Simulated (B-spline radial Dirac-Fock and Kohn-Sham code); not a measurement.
Neutral ytterbium ([Xe] 4f14 5d1 6s1), which is not the ground configuration. Computed with a B-spline radial code: the spherical Dirac–Fock density (average of configuration), S by Waller and Hartree.

Before looking at the plot, say what to expect. Its caption: The X-ray form factor f and the incoherent scattering function S against Q.

f starts at 70, the number of electrons, falls to half near Q = 7.85 Å⁻¹, and is 40.6 at Q = 6.28 Å⁻¹ and 23.4 at Q = 12.6 Å⁻¹. S rises from 0 to 22.4 at Q = 6.28 Å⁻¹ and tends to 70. The initial fall is set by Σ⟨r²⟩ = 84.3 bohr².

Here it is:

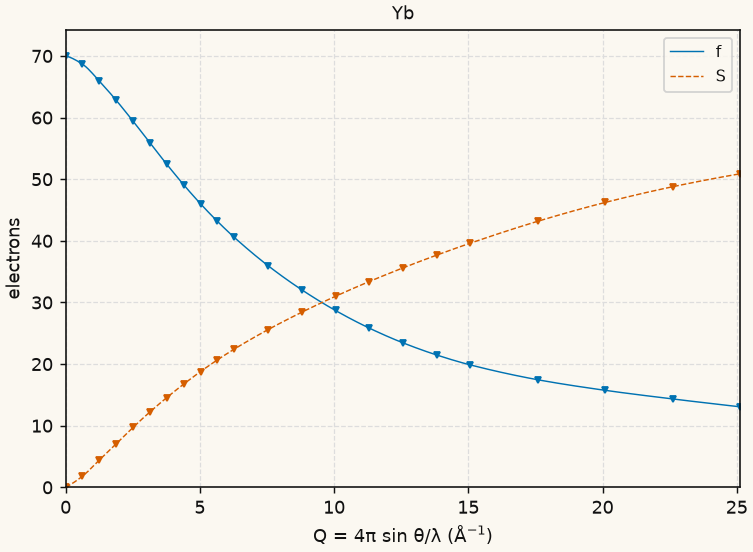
